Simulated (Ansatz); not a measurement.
# SiH2Br− (SMILES [SiH2-]Br) at CCSDTQ/STO-3G

What is the energy change on altering one bond length of SiH2Br− at CCSDTQ/STO-3G? 

Program for the calculation: Ansatz 0.2.0.

4 further runs of the same task are left out: 2 that didn't finish, 2 set aside as unsound or not needed.

### 1 The system as given

The species is SiH2Br− (4 atoms), meant as a singlet with charge -1. As SMILES, `[SiH2-]Br`. The shape is that of a GFN2-xTB optimisation.

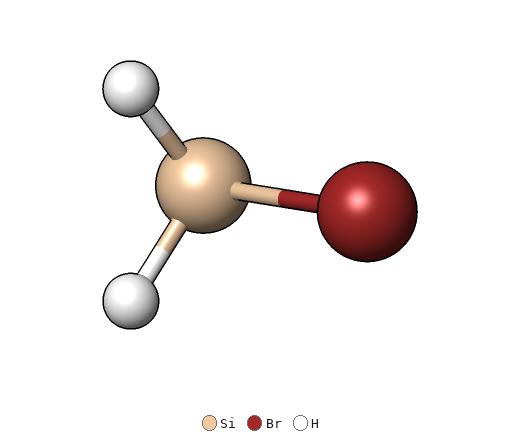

The structure, seen from a chosen angle (silicon light orange, bromine red, hydrogen white).

### 2 A single-point energy at CCSDTQ/STO-3G

Input file molecule.yaml:

```yaml
crystal:
  periodic: [false, false, false]
  atoms:
    - {symbol: Si, position_ang: [-0.191960, -0.343010, -0.619410]}
    - {symbol: Br, position_ang: [1.687710, -0.271360, 0.911070]}
    - {symbol: H, position_ang: [-1.209900, -0.529990, 0.461390]}
    - {symbol: H, position_ang: [-0.285850, 1.144360, -0.753060]}
basis:
  gaussian: {orbitals: STO-3G}
total_charge: -1
correlation: {method: ccsdtq, frozen_orbitals: {Br: 9, H: 0, Si: 5}}
accuracy: high
scf: {omitted_lower_state_checks: [cluster_reference, increment]}
```

Run with:

```
ansatz run molecule.yaml --threads 1 --pin off --max-ram 2610MiB --events-out events.jsonl --progress --plain --runs-dir runs
```

Standard output, shortened:

```text
Warning: RAYON_NUM_THREADS=1 ignored (pool sized by the plan → 1); use --threads N
Functional definition: HF
  name "HF"
[...]
413 factors; integrals over basis functions are off by at most 1.4e-8 eV
[...]
mean field -77043.72343458 eV, -2831.3046141094 hartree, gradient 8.6e-8 eV, S^2 0.000000; 0 other end points of the search recorded, 0 dependent functions left out
14 core orbitals not correlated: weight in the atoms' cores, before any rotation towards them, 1.000 or more for the frozen orbitals, at most 0.000 for the correlated occupied ones
reference -77043.72343458 eV, -2831.3046141094 hartree; 12, 12 occupied and 3, 3 virtual orbitals, 413 factors
second order -0.92765663 eV of doubles, -0.00000000 eV of singles
cycle   1  -1.19669770 eV  change   -2.7e-1 eV  update   4.8e-2
[...]
cycle  22  -1.35723601 eV  change  -5.0e-10 eV  update   2.6e-9
Total energy: -77045.08067059 eV, -2831.3544916129 hartree
Checks for a lower state left out: cluster_reference, increment
```

Wall time 14 s (1 thread of Arm Neoverse V1, shared host); peak memory 0.25 GiB.

### 3 The distorted shape

Input file job.yaml:

```yaml
crystal:
  periodic: [false, false, false]
  atoms:
    - symbol: Si
      position_ang: [0.062503, -0.296269, -0.889586]
    - symbol: Br
      position_ang: [1.942173, -0.224619, 0.640894]
    - symbol: H
      position_ang: [-1.209900, -0.529990, 0.461390]
    - symbol: H
      position_ang: [-0.031387, 1.191101, -1.023236]
basis:
  gaussian: {orbitals: STO-3G}
total_charge: -1
correlation: {method: ccsdtq, frozen_orbitals: {Br: 9, H: 0, Si: 5}}
accuracy: high
scf: {omitted_lower_state_checks: [cluster_reference, increment]}
```

Run with:

```
ansatz run job.yaml --threads 1 --pin off --max-ram 2610MiB --events-out events.jsonl --progress --plain --runs-dir runs
```

Standard output, shortened:

```text
Warning: RAYON_NUM_THREADS=1 ignored (pool sized by the plan → 1); use --threads N
Functional definition: HF
  name "HF"
[...]
412 factors; integrals over basis functions are off by at most 1.1e-8 eV
[...]
mean field -77042.47494273 eV, -2831.2587328801 hartree, gradient 8.2e-9 eV, S^2 0.000000; 0 other end points of the search recorded, 0 dependent functions left out
14 core orbitals not correlated: weight in the atoms' cores, before any rotation towards them, 1.000 or more for the frozen orbitals, at most 0.000 for the correlated occupied ones
reference -77042.47494273 eV, -2831.2587328801 hartree; 12, 12 occupied and 3, 3 virtual orbitals, 412 factors
second order -1.13985302 eV of doubles, -0.00000000 eV of singles
cycle   1  -1.47883209 eV  change   -3.4e-1 eV  update   6.2e-2
[...]
cycle  24  -1.71068743 eV  change  -4.5e-11 eV  update   2.4e-9
Total energy: -77044.18563016 eV, -2831.3215994837 hartree
Checks for a lower state left out: cluster_reference, increment
```

Run time: 15 s. Hardware: 1 thread of Arm Neoverse V1, shared host; peak memory 0.25 GiB.

### 4 What came out

At CCSDTQ/STO-3G, 14 core orbitals frozen:

| quantity | value |
| --- | --- |
| first shape: total energy | -2831.35449 Eh |
| first shape: correlation energy (14 core orbitals frozen) | -49.9 mEh |
| first shape: T1 diagnostic | 0.005 |
| distorted shape: total energy | -2831.32160 Eh |
| distorted shape: correlation energy (14 core orbitals frozen) | -62.9 mEh |
| distorted shape: T1 diagnostic | 0.007 |
| energy change with the Si1–H3 bond stretched from 1.496 to 1.871 Å | 0.895 eV |

In words: With the Si1–H3 bond stretched from 1.496 to 1.871 Å the energy rises by 0.90 eV (20.6 kcal/mol). The first shape isn't relaxed at this level, so the change isn't measured from a minimum. The minimal basis adds a large error of its own.
